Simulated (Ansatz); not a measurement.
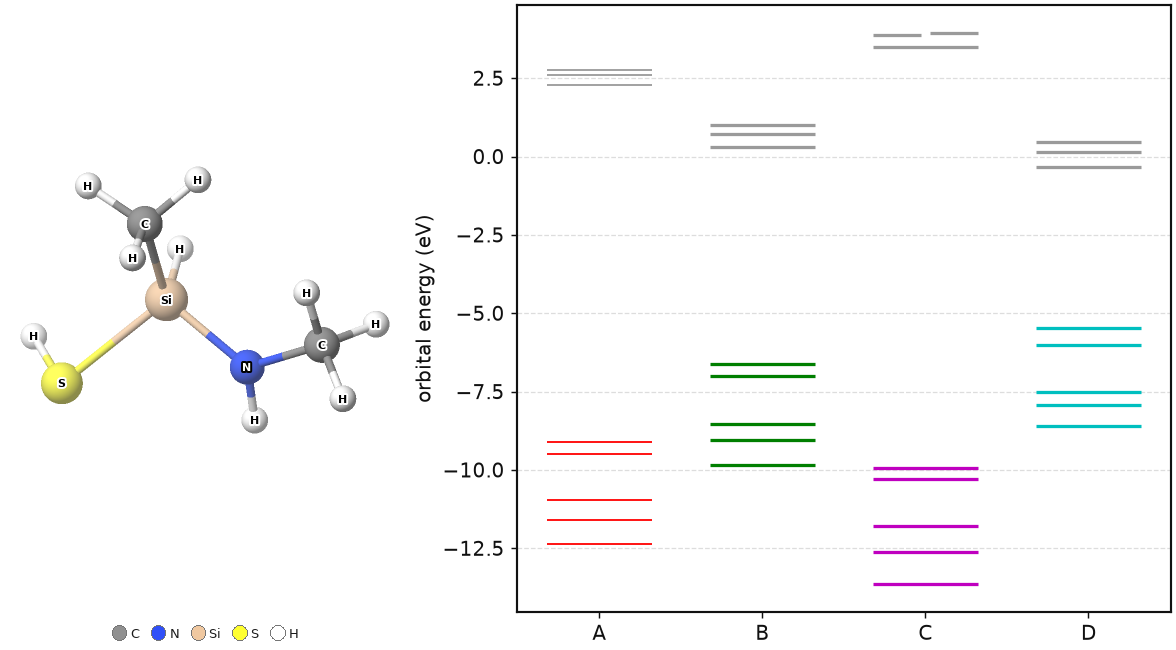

Frontier orbital energies of C₂H₉NSSi, SMILES CN[Si@H](C)S at one geometry, def2-TZVPP, the Ansatz code 0.2.0, at a PBE0-D4/def2-TZVP geometry (a minimum by its frequencies). Empty levels are grey, levels within 0.1 eV stand side by side; all columns show the same few orbitals around the gap.

Question: The columns come from B3LYP, HF, PBE and ωB97M-V. Which is which?

Answer: A: ωB97M-V (HOMO −9.12, LUMO 2.28, separation 11.40 eV)
B: B3LYP (HOMO −6.61, LUMO 0.32, separation 6.92 eV)
C: HF (HOMO −9.95, LUMO 3.50, separation 13.45 eV)
D: PBE (HOMO −5.48, LUMO −0.32, separation 5.16 eV)

Limits of at least one run: empty levels above zero depend strongly on the basis; one conformer of a flexible molecule.
